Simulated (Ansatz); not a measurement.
CH3GaOS

```yaml
atoms:
  - { symbol: S, position_ang: [-2.6117, 0.4396, -1.3583] }
  - { symbol: Ga, position_ang: [-0.7537, 1.6640, -0.7406] }
  - { symbol: C, position_ang: [1.3733, -0.3528, 0.7424] }
  - { symbol: O, position_ang: [0.2866, -0.4856, 0.2460] }
  - { symbol: H, position_ang: [-2.0779, -0.6829, -0.8485] }
  - { symbol: H, position_ang: [1.8813, 0.6280, 0.7672] }
  - { symbol: H, position_ang: [1.9021, -1.2104, 1.1919] }
```

Geometry: PBE0-D4/def2-TZVP; at this geometry the atoms fall into two loosely joined parts.

Method: RKS PBE0-D4/def2-TZVPP (Ansatz).

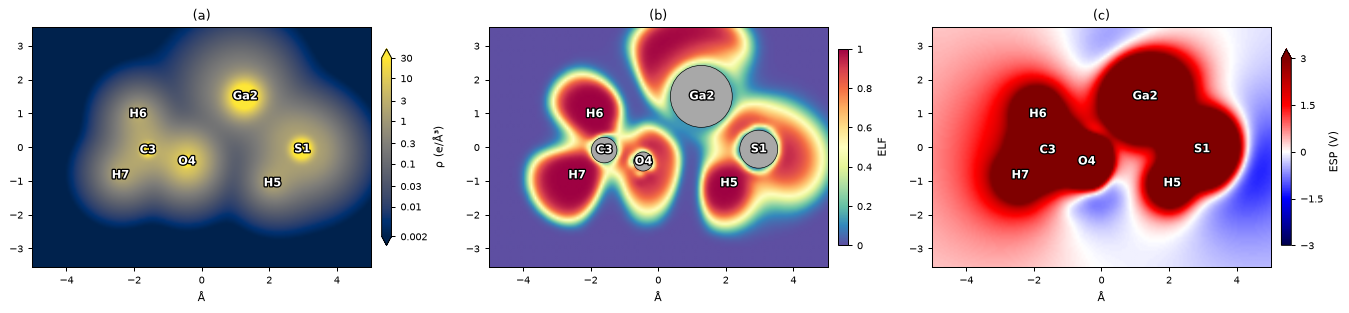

Figure 1. (a) total electron density; (b) ELF; (c) electrostatic potential on the molecular plane. Grey discs cover the atomic cores in the ELF map.

Question: Read the bonding off the picture.

Answer:
- The section cuts through S, Ga, C, O and H sites.
- C–O (1.20 Å): ρ at the midpoint is about 3.4 e/Å³; the ELF peaks at about 0.85 between the atoms: a multiple bond.
- Ga–S (2.31 Å): the density is about 0.59 e/Å³ at the midpoint; the ELF peaks at about 0.85 in the valence shell of S, 0.9 Å from its nucleus, and is about 0.70 at the midpoint.
- C–H (1.10 Å): the density is about 2.1 e/Å³ at the midpoint; the ELF climbs to about 1 towards the hydrogen, as it does in any bond to H (a covalent bond by its length).
- S–H (1.34 Å): the density is about 1.5 e/Å³ at the midpoint; the ELF climbs to about 1 towards the hydrogen.
- The ELF also peaks beside O4 and S1, away from the bonds: lone-pair regions.
- Outside the dense part of the molecule the potential is most negative (−1.3 V) near S1.

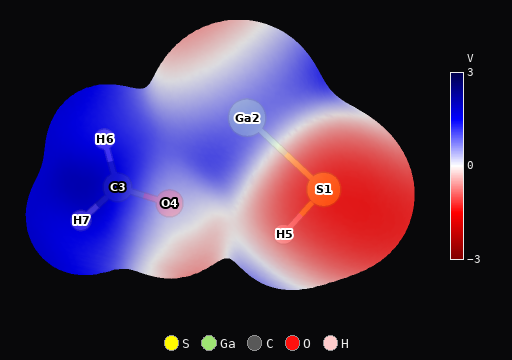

Figure 2. The molecular electrostatic potential painted on the density surface at 0.002 e/bohr³, seen across its widest extent; the colour scale runs from red (negative) to blue (positive).

Question: Describe the electrostatic potential map.

Answer: The most negative region (about −1.3 V) lies over S1, the most positive (about +2.0 V) over the π face of C3.

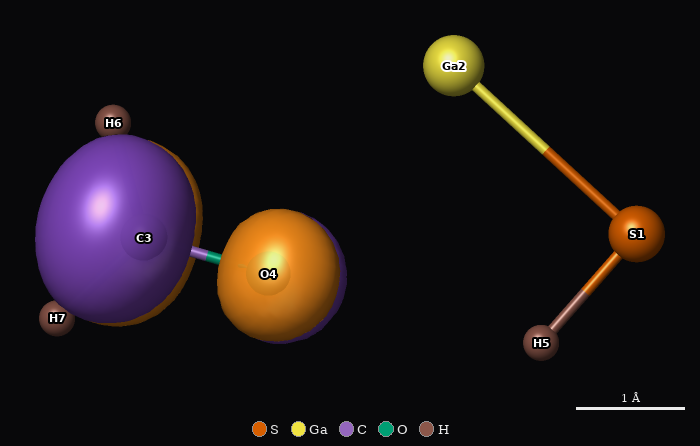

Figure 3. One frontier orbital at ±0.2 Å⁻³ᐟ² (orange and purple are the two phases), seen across its widest extent.

Question: Which orbital is it: HOMO or LUMO?

Answer: The LUMO, at −2.25 eV. By Hirshfeld shares it lies mainly on C3 (about 55 %), O4 (about 30 %), H7 (about 5 %) and H6 (about 5 %); it changes sign across the molecular plane (π type); π-antibonding (a node) across C3–O4.

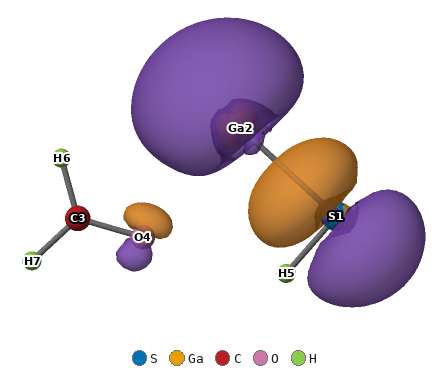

Figure 4. One frontier orbital at ±0.1 Å⁻³ᐟ² (orange and purple are the two phases), seen across its widest extent.

Question: Which orbital is it: HOMO or LUMO?

Answer: The HOMO, at −6.00 eV. By Hirshfeld shares it lies mainly on Ga2 (about 60 %) and S1 (about 35 %); it is symmetric in the molecular plane (an in-plane orbital: σ, lone-pair or in-plane π type).
